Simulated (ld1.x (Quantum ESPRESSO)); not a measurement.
# A TM potential for B, from input to tests

Task: generate the file, and judge it by its errors in other configurations, its logarithmic derivatives, its ghosts and its cutoff.

The numbers are computed with ld1.x (Quantum ESPRESSO) 7.5 (PBEsol, scalar-relativistic, spin-unpolarised reference atom).

## (1) Starting point

The settings as typed:

```json
{
  "element": "boron (B, Z = 5)",
  "type": "norm-conserving Troullier–Martins (Kleinman–Bylander form)",
  "frozen core": "[He]",
  "valence charge": "3",
  "reference configuration": "2s2 2p0.5 (charge +0.5)",
  "partial waves": "2s (bound): rc 1.05 bohr; 2p (bound): rc 2.50 bohr",
  "local potential": "all-electron potential smoothed inside 1.10 bohr (lloc = -1)",
  "core correction": "Bessel-smoothed model core inside 1.05 bohr"
}
```

## (2) Generation

Input file B.in:

```
 &input
   title='B', zed=5., rel=1, dft='PBESOL', iswitch=3,
   config='[He] 2s2 2p0.5',
   nld=2, rlderiv=2.70, eminld=-3.0, emaxld=5.0, deld=0.02
 /
 &inputp
   pseudotype=2, tm=.true., lloc=-1, rcloc=1.10,
   nlcc=.true., new_core_ps=.true., rcore=1.05,
   file_pseudopw='B.UPF', file_wfcaegen='ae.wfc', file_wfcncgen='nc.wfc', file_beta='beta', file_chi='chi'
 /
2
2S  1  0   2.00   0.00  1.05  1.05  0.0
2P  2  1   0.50   0.00  2.50  2.50  0.0
 &test
   configts(1)='2s2 2p0.5'
 /
```

Run with:

```
ld1.x < B.in > B.out
```

What the program wrote to B.out (without the banner and most projector matrices):

```text
     Program LD1 v.7.5
     --------------------------- All-electron run ----------------------------

     B
     scalar relativistic calculation

     atomic number is  5.00
     dft =PBESOL   lsd =0 sic =0 latt =0  beta=0.20 tr2=1.0E-14
     Exchange-correlation= PBESOL
                           (   1   4  10   8   0   0   0)
     mesh =1059 r(mesh) = 101.04461 a.u. xmin = -7.00 dx = 0.01250
     1 Ry =  13.60569312 eV, c = 137.03599908

     n l     nl                  e(Ry)          e(Ha)          e(eV)
     1 0     1S 1( 2.00)       -13.6244        -6.8122      -185.3693
     2 0     2S 1( 2.00)        -1.0310        -0.5155       -14.0269
     2 1     2P 1( 0.50)        -0.5887        -0.2943        -8.0094

     final scf error:  5.3E-15 reached in  22 iterations

     Etot =     -48.729751 Ry,     -24.364876 Ha,    -663.002041 eV

     Ekin =      48.545101 Ry,      24.272551 Ha,     660.489748 eV
     Encl =    -111.395654 Ry,     -55.697827 Ha,   -1515.615080 eV
     Eh   =      21.199939 Ry,      10.599969 Ha,     288.439863 eV
     Exc  =      -7.079137 Ry,      -3.539569 Ha,     -96.316572 eV

     normalization and overlap integrals

     s(1S/1S) =  1.000000  <r> =   0.3302  <r2> =    0.1481  r(max) =   0.2103
     s(2S/2S) =  1.000000  <r> =   1.8700  <r2> =    4.1742  r(max) =   1.4964
     s(2P/2P) =  1.000000  <r> =   2.0335  <r2> =    5.2060  r(max) =   1.4964

     ------------------------ End of All-electron run ------------------------

     --------------------- Generating NC pseudopotential ---------------------

      Generating local potential from pseudized AE potential:
      Matching radius rcloc =   1.1000

      Local pseudo, rcloc= 1.095 Estimated cut-off energy=    19.26 Ry

      Computing core charge for nlcc:

       r > 1.05 : true rho core
      Core charge pseudized with two Bessel functions
      Integrated core pseudo-charge :   0.31

      Wfc   2S  rcut= 1.041  Using Troullier-Martins method

      Wfc   2P  rcut= 2.498  Using Troullier-Martins method

     ------------------- End of pseudopotential generation -------------------

     [... the all-electron block is printed once more ...]


     Computing logarithmic derivative in   2.70968
     Computing logarithmic derivative in   2.70968
     Computing the partial wave expansion
     R is outside the sphere for l=    0 j= 0.00
     R is outside the sphere for l=    1 j= 0.00

     ---------------------- Testing the pseudopotential ----------------------

     B
     scalar relativistic calculation

     atomic number is  5.00   valence charge is  3.00
     dft =PBESOL   lsd =0 sic =0 latt =0  beta=0.20 tr2=1.0E-14
     mesh =1059 r(mesh) = 101.04461 xmin = -7.00 dx = 0.01250

     n l     nl             e AE (Ry)        e PS (Ry)    De AE-PS (Ry)
     1 0     2S   1( 2.00)       -1.03096       -1.03095       -0.00000
     2 1     2P   1( 0.50)       -0.58868       -0.58868        0.00000

     eps = 3.3E-16  iter =  4

     Etot =     -48.729751 Ry,     -24.364876 Ha,    -663.002041 eV
     Etotps =    -5.219222 Ry,      -2.609611 Ha,     -71.011134 eV

     Ekin =       1.993892 Ry,       0.996946 Ha,      27.128283 eV
     Encl =      -9.465585 Ry,      -4.732792 Ha,    -128.785840 eV
     Ehrt =       2.974997 Ry,       1.487498 Ha,      40.476894 eV
     Ecxc =      -1.660733 Ry,      -0.830367 Ha,     -22.595428 eV
     (Ecc =      -0.266786 Ry,      -0.133393 Ha,      -3.629811 eV)
     Epseu=       0.938207 Ry,       0.469103 Ha,      12.764956 eV

     ---------------------- End of pseudopotential test ----------------------
```

Run time: 3.5 s. Hardware: 1 thread, shared host. (Generation and the later configuration tests together.)

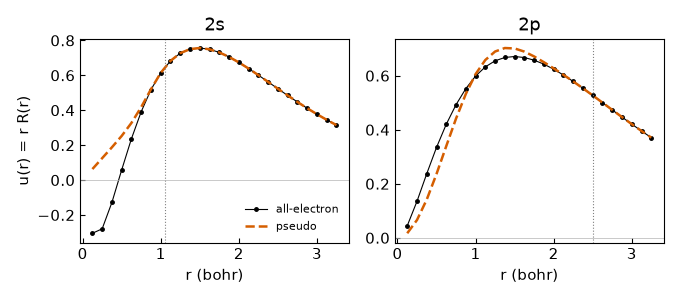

All-electron and pseudo partial waves (2s, 2p), with the matching radii dotted. The curves join 26 sampled radii.

## (3) Configuration tests

Input file B.test.in:

```
 &input
   title='B', zed=5., rel=1, dft='PBESOL', iswitch=2,
   config='[He] 2s2 2p0.5'
 /
 &test
   file_pseudo='B.UPF', nconf=8,
   configts(1)='2s2 2p0.5',
   configts(2)='2s2 2p1',
   configts(3)='2s2 2p0',
   configts(4)='2s1 2p0',
   configts(5)='2s2 2p1.3',
   configts(6)='2s0 2p3',
   configts(7)='2s1 2p1',
   configts(8)='2s1 2p2'
 /
```

Run with:

```
ld1.x < B.test.in > B.test.out
```

B.test.out, the pseudopotential blocks:

```text
     ---------------------- Testing the pseudopotential ----------------------

     B
     scalar relativistic calculation

     atomic number is  5.00   valence charge is  3.00
     dft =PBESOL   lsd =0 sic =0 latt =0  beta=0.20 tr2=1.0E-14
     mesh =1059 r(mesh) = 101.04461 xmin = -7.00 dx = 0.01250

     n l     nl             e AE (Ry)        e PS (Ry)    De AE-PS (Ry)
     1 0     2S   1( 2.00)       -1.03096       -1.03095       -0.00000
     2 1     2P   1( 0.50)       -0.58868       -0.58868        0.00000

     eps = 1.1E-15  iter =  4

     Etot =     -48.729751 Ry,     -24.364876 Ha,    -663.002039 eV
     Etotps =    -5.219222 Ry,      -2.609611 Ha,     -71.011131 eV

     Ekin =       1.993892 Ry,       0.996946 Ha,      27.128286 eV
     Encl =      -9.465585 Ry,      -4.732792 Ha,    -128.785840 eV
     Ehrt =       2.974997 Ry,       1.487498 Ha,      40.476894 eV
     Ecxc =      -1.660733 Ry,      -0.830367 Ha,     -22.595428 eV
     (Ecc =      -0.266786 Ry,      -0.133393 Ha,      -3.629811 eV)
     Epseu=       0.938207 Ry,       0.469103 Ha,      12.764956 eV

     ---------------------- End of pseudopotential test ----------------------

     ---------------------- Testing the pseudopotential ----------------------

     B
     scalar relativistic calculation

     atomic number is  5.00   valence charge is  3.00
     dft =PBESOL   lsd =0 sic =0 latt =0  beta=0.20 tr2=1.0E-14
     mesh =1059 r(mesh) = 101.04461 xmin = -7.00 dx = 0.01250

     n l     nl             e AE (Ry)        e PS (Ry)    De AE-PS (Ry)
     1 0     2S   1( 2.00)       -0.68803       -0.68824        0.00021
     2 1     2P   1( 1.00)       -0.26131       -0.26229        0.00098

     eps = 1.2E-15  iter =  7

     Etot =     -48.939619 Ry,     -24.469810 Ha,    -665.857443 eV
     Etotps =    -5.429470 Ry,      -2.714735 Ha,     -73.871703 eV
     dEtot_ae =      -0.209868 Ry
     dEtot_ps =      -0.210248 Ry,   Delta E=       0.000380 Ry

     Ekin =       2.432194 Ry,       1.216097 Ha,      33.091679 eV
     Encl =     -10.742645 Ry,      -5.371323 Ha,    -146.161134 eV
     Ehrt =       3.974954 Ry,       1.987477 Ha,      54.082007 eV
     Ecxc =      -1.899972 Ry,      -0.949986 Ha,     -25.850437 eV
     (Ecc =      -0.266786 Ry,      -0.133393 Ha,      -3.629811 eV)
     Epseu=       0.806000 Ry,       0.403000 Ha,      10.966182 eV

     ---------------------- End of pseudopotential test ----------------------

     ---------------------- Testing the pseudopotential ----------------------

     B
     scalar relativistic calculation

     atomic number is  5.00   valence charge is  3.00
     dft =PBESOL   lsd =0 sic =0 latt =0  beta=0.20 tr2=1.0E-14
     mesh =1059 r(mesh) = 101.04461 xmin = -7.00 dx = 0.01250

     n l     nl             e AE (Ry)        e PS (Ry)    De AE-PS (Ry)
     1 0     2S   1( 2.00)       -1.42426       -1.42096       -0.00330
     2 1     2P   1( 0.00)       -0.97362       -0.96779       -0.00584  !

     eps = 9.8E-15  iter =  8

     Etot =     -48.341382 Ry,     -24.170691 Ha,    -657.718009 eV
     Etotps =    -4.832022 Ry,      -2.416011 Ha,     -65.743012 eV
     dEtot_ae =       0.388369 Ry
     dEtot_ps =       0.387200 Ry,   Delta E=       0.001169 Ry

     Ekin =       1.339233 Ry,       0.669617 Ha,      18.221194 eV
     Encl =      -7.923265 Ry,      -3.961632 Ha,    -107.801508 eV
     Ehrt =       2.019710 Ry,       1.009855 Ha,      27.479557 eV
     Ecxc =      -1.382435 Ry,      -0.691217 Ha,     -18.808983 eV
     (Ecc =      -0.266786 Ry,      -0.133393 Ha,      -3.629811 eV)
     Epseu=       1.114734 Ry,       0.557367 Ha,      15.166727 eV

     ---------------------- End of pseudopotential test ----------------------

     ---------------------- Testing the pseudopotential ----------------------

     B
     scalar relativistic calculation

     atomic number is  5.00   valence charge is  3.00
     dft =PBESOL   lsd =0 sic =0 latt =0  beta=0.20 tr2=1.0E-14
     mesh =1059 r(mesh) = 101.04461 xmin = -7.00 dx = 0.01250

     n l     nl             e AE (Ry)        e PS (Ry)    De AE-PS (Ry)
     1 0     2S   1( 1.00)       -2.29896       -2.29012       -0.00883  !
     2 1     2P   1( 0.00)       -1.85728       -1.83096       -0.02633  !

     eps = 3.3E-15  iter =  6

     Etot =     -46.484682 Ry,     -23.242341 Ha,    -632.456312 eV
     Etotps =    -2.980969 Ry,      -1.490484 Ha,     -40.558145 eV
     dEtot_ae =       2.245070 Ry
     dEtot_ps =       2.238253 Ry,   Delta E=       0.006816 Ry

     Ekin =       0.783704 Ry,       0.391852 Ha,      10.662841 eV
     Encl =      -4.237962 Ry,      -2.118981 Ha,     -57.660412 eV
     Ehrt =       0.545527 Ry,       0.272764 Ha,       7.422274 eV
     Ecxc =      -0.774355 Ry,      -0.387177 Ha,     -10.535631 eV
     (Ecc =      -0.266786 Ry,      -0.133393 Ha,      -3.629811 eV)
     Epseu=       0.702117 Ry,       0.351058 Ha,       9.552783 eV

     ---------------------- End of pseudopotential test ----------------------

     ---------------------- Testing the pseudopotential ----------------------

     B
     scalar relativistic calculation

     atomic number is  5.00   valence charge is  3.00
     dft =PBESOL   lsd =0 sic =0 latt =0  beta=0.20 tr2=1.0E-14
     mesh =1059 r(mesh) = 101.04461 xmin = -7.00 dx = 0.01250

     n l     nl             e AE (Ry)        e PS (Ry)    De AE-PS (Ry)
     1 0     2S   1( 2.00)       -0.51340       -0.51312       -0.00027
     2 1     2P   1( 1.30)       -0.09855       -0.09909        0.00054

     eps = 7.2E-15  iter =  8

     Etot =     -48.992867 Ry,     -24.496434 Ha,    -666.581914 eV
     Etotps =    -5.482957 Ry,      -2.741478 Ha,     -74.599426 eV
     dEtot_ae =      -0.263116 Ry
     dEtot_ps =      -0.263735 Ry,   Delta E=       0.000619 Ry

     Ekin =       2.588775 Ry,       1.294387 Ha,      35.222074 eV
     Encl =     -11.355269 Ry,      -5.677634 Ha,    -154.496299 eV
     Ehrt =       4.547587 Ry,       2.273793 Ha,      61.873072 eV
     Ecxc =      -2.015466 Ry,      -1.007733 Ha,     -27.421809 eV
     (Ecc =      -0.266786 Ry,      -0.133393 Ha,      -3.629811 eV)
     Epseu=       0.751416 Ry,       0.375708 Ha,      10.223536 eV

     ---------------------- End of pseudopotential test ----------------------

     ---------------------- Testing the pseudopotential ----------------------

     B
     scalar relativistic calculation

     atomic number is  5.00   valence charge is  3.00
     dft =PBESOL   lsd =0 sic =0 latt =0  beta=0.20 tr2=1.0E-14
     mesh =1059 r(mesh) = 101.04461 xmin = -7.00 dx = 0.01250

     n l     nl             e AE (Ry)        e PS (Ry)    De AE-PS (Ry)
     1 0     2S   1( 0.00)       -0.75347       -0.75622        0.00275
     2 1     2P   1( 3.00)       -0.32404       -0.32615        0.00212

     eps = 7.8E-15  iter = 17

     Etot =     -48.082880 Ry,     -24.041440 Ha,    -654.200910 eV
     Etotps =    -4.572929 Ry,      -2.286464 Ha,     -62.217867 eV
     dEtot_ae =       0.646871 Ry
     dEtot_ps =       0.646293 Ry,   Delta E=       0.000578 Ry

     Ekin =       4.196084 Ry,       2.098042 Ha,      57.090633 eV
     Encl =     -10.389312 Ry,      -5.194656 Ha,    -141.353797 eV
     Ehrt =       3.755813 Ry,       1.877906 Ha,      51.100434 eV
     Ecxc =      -1.812118 Ry,      -0.906059 Ha,     -24.655126 eV
     (Ecc =      -0.266786 Ry,      -0.133393 Ha,      -3.629811 eV)
     Epseu=      -0.323395 Ry,      -0.161697 Ha,      -4.400011 eV

     ---------------------- End of pseudopotential test ----------------------

     ---------------------- Testing the pseudopotential ----------------------

     B
     scalar relativistic calculation

     atomic number is  5.00   valence charge is  3.00
     dft =PBESOL   lsd =0 sic =0 latt =0  beta=0.20 tr2=1.0E-14
     mesh =1059 r(mesh) = 101.04461 xmin = -7.00 dx = 0.01250

     n l     nl             e AE (Ry)        e PS (Ry)    De AE-PS (Ry)
     1 0     2S   1( 1.00)       -1.43189       -1.43602        0.00413
     2 1     2P   1( 1.00)       -0.98226       -0.98359        0.00133

     eps = 6.6E-15  iter =  8

     Etot =     -47.891210 Ry,     -23.945605 Ha,    -651.593112 eV
     Etotps =    -4.379207 Ry,      -2.189604 Ha,     -59.582152 eV
     dEtot_ae =       0.838541 Ry
     dEtot_ps =       0.840014 Ry,   Delta E=      -0.001474 Ry

     Ekin =       2.440310 Ry,       1.220155 Ha,      33.202111 eV
     Encl =      -7.861666 Ry,      -3.930833 Ha,    -106.963421 eV
     Ehrt =       1.983526 Ry,       0.991763 Ha,      26.987241 eV
     Ecxc =      -1.360286 Ry,      -0.680143 Ha,     -18.507630 eV
     (Ecc =      -0.266786 Ry,      -0.133393 Ha,      -3.629811 eV)
     Epseu=       0.418909 Ry,       0.209454 Ha,       5.699547 eV

     ---------------------- End of pseudopotential test ----------------------

     ---------------------- Testing the pseudopotential ----------------------

     B
     scalar relativistic calculation

     atomic number is  5.00   valence charge is  3.00
     dft =PBESOL   lsd =0 sic =0 latt =0  beta=0.20 tr2=1.0E-14
     mesh =1059 r(mesh) = 101.04461 xmin = -7.00 dx = 0.01250

     n l     nl             e AE (Ry)        e PS (Ry)    De AE-PS (Ry)
     1 0     2S   1( 1.00)       -0.72373       -0.72513        0.00140
     2 1     2P   1( 2.00)       -0.29522       -0.29673        0.00151

     eps = 4.3E-15  iter =  7

     Etot =     -48.511915 Ry,     -24.255957 Ha,    -660.038223 eV
     Etotps =    -5.002214 Ry,      -2.501107 Ha,     -68.058588 eV
     dEtot_ae =       0.217836 Ry
     dEtot_ps =       0.217008 Ry,   Delta E=       0.000829 Ry

     Ekin =       3.289113 Ry,       1.644557 Ha,      44.750667 eV
     Encl =     -10.551199 Ry,      -5.275600 Ha,    -143.556378 eV
     Ehrt =       3.855140 Ry,       1.927570 Ha,      52.451848 eV
     Ecxc =      -1.851632 Ry,      -0.925816 Ha,     -25.192738 eV
     (Ecc =      -0.266786 Ry,      -0.133393 Ha,      -3.629811 eV)
     Epseu=       0.256364 Ry,       0.128182 Ha,       3.488014 eV

     ---------------------- End of pseudopotential test ----------------------
```

Energies count from the reference configuration 2s2 2p0.5; the error is all-electron less pseudo. The frozen-core shift comes from a second all-electron run, not shown, with the core orbitals held at their reference shape; it is that run's ΔE less the relaxed one.

| valence configuration | charge | ΔE all-electron (eV) | error AE − PS (meV) | frozen-core shift (meV) |
| --- | --- | --- | --- | --- |
| 2s2 2p1 | 0 | -2.855 | +5.2 | 0.0 |
| 2s2 2p0 | +1 | 5.284 | +16 | +0.2 |
| 2s1 2p0 | +2 | 30.546 | +93 | +6.3 |
| 2s2 2p1.3 | -0.3 | -3.580 | +8.4 | +0.1 |
| 2s0 2p3 | 0 | 8.801 | +7.9 | +1.5 |
| 2s1 2p1 | +1 | 11.409 | -20 | +0.8 |
| 2s1 2p2 | 0 | 2.964 | +11 | +0.4 |

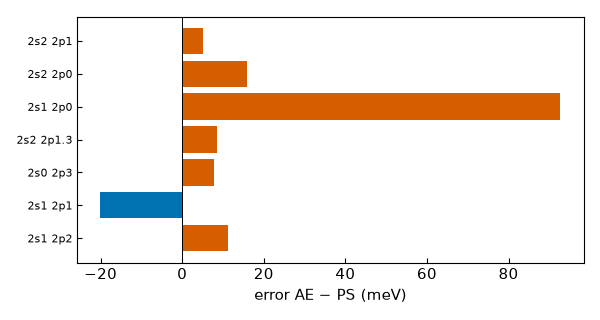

Error of the potential in each test configuration.

## (4) Does it scatter like the atom?

Taken from the files of the generation run. The phase is arctan(r·u′/u) with u = r·R, unwrapped, with energies in Ry. A pole is an energy at which the radial function vanishes at the test radius. The pseudo phase is shifted by a multiple of π to meet the all-electron one at the reference energy. Levels narrower than the energy grid can be missing from the poles. The last column is the largest difference on the grid between −1 and +1 Ry.

| channel | radius (bohr) | reference (Ry) | poles AE | poles PS | window around the reference with phases within 0.05 rad (Ry) | largest difference near zero (rad) |
| --- | --- | --- | --- | --- | --- | --- |
| s | 2.71 | -1.03 | -0.55, 4.78 | -0.55, 4.34 | below 1.3 | 0.012 |
| p | 2.71 | -0.59 | -0.10, 4.28 | -0.09, 4.84 | below 1.1 | 0.023 |

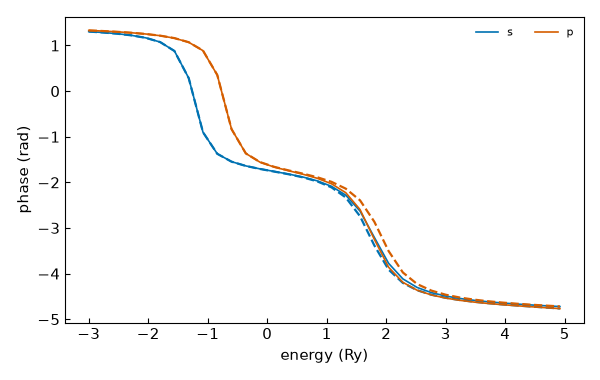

Phases by channel: all-electron solid, pseudo dashed.

## (5) Plane-wave convergence, by spherical Bessel functions

This step uses the generator's waves and projectors in a separate script. Basis: spherical Bessel functions vanishing at 20 bohr, q² up to the cutoff; potential fixed at the reference.

All-electron valence levels (Ry): 2s -1.0310, 2p -0.5887. The lowest levels of each channel (Ry) by cutoff; the last column sums, over occupied levels, occupation times the distance from the level at 400 Ry. A positive value at high cutoff is not a bound level.

| cutoff (Ry) | s #1 | p #1 | d #1 | f #1 | Σ f·Δε (mRy) |
| --- | --- | --- | --- | --- | --- |
| 8 | -0.9839 | -0.5149 | -0.0236 | 0.0393 | 131.1 |
| 15 | -1.0139 | -0.5837 | -0.0237 | 0.0393 | 36.6 |
| 25 | -1.0244 | -0.5886 | -0.0237 | 0.0393 | 13.3 |
| 40 | -1.0256 | -0.5887 | -0.0237 | 0.0393 | 10.7 |
| 45 | -1.0265 | -0.5887 | -0.0237 | 0.0393 | 8.9 |
| 50 | -1.0279 | -0.5887 | -0.0237 | 0.0393 | 6.0 |
| 70 | -1.0302 | -0.5887 | -0.0237 | 0.0393 | 1.5 |
| 100 | -1.0304 | -0.5887 | -0.0237 | 0.0393 | 1.1 |
| 110 | -1.0305 | -0.5887 | -0.0237 | 0.0393 | 0.9 |
| 140 | -1.0308 | -0.5887 | -0.0237 | 0.0393 | 0.2 |
| 400 | -1.0310 | -0.5887 | -0.0237 | 0.0393 | 0.0 |

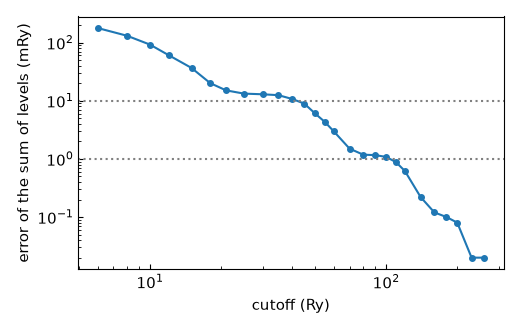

Occupation-weighted error of the valence levels against the cutoff; the dotted lines mark 10 and 1 mRy.

The sum stays within 10 mRy from 45 Ry and within 1 mRy from 110 Ry. The sum leaves out empty levels, which can need more. Ghost test: no level below the all-electron spectrum of its channel (s, p, d, f tested).

## (6) Outcome

| quantity | value |
| --- | --- |
| cutoffs for 10 and 1 mRy, occupied levels | 45 Ry and 110 Ry |
| bound ghosts | none found |
| largest test error (AE − PS) | +93 meV, for 2s1 2p0 |
| largest phase difference near zero energy, channels read | 0.023 rad |

**Reading.** The worst unpolarised test, 2s1 2p0, is off by 93 meV on 30.5 eV; by total energies transferability rates as fair. Freezing the core alone would shift it much less, so the error comes from the pseudisation. It counts as of middling hardness, with 45 Ry needed at the looser tolerance. The slowest occupied level is 2s: taken alone it needs 70 Ry to come within 1 mRy, against 21 Ry for 2p. It is free of bound ghosts as far as tested. Near zero energy the phases of the channels with partial waves agree within 0.023 rad. All of this concerns the isolated atom, not yet a solid.
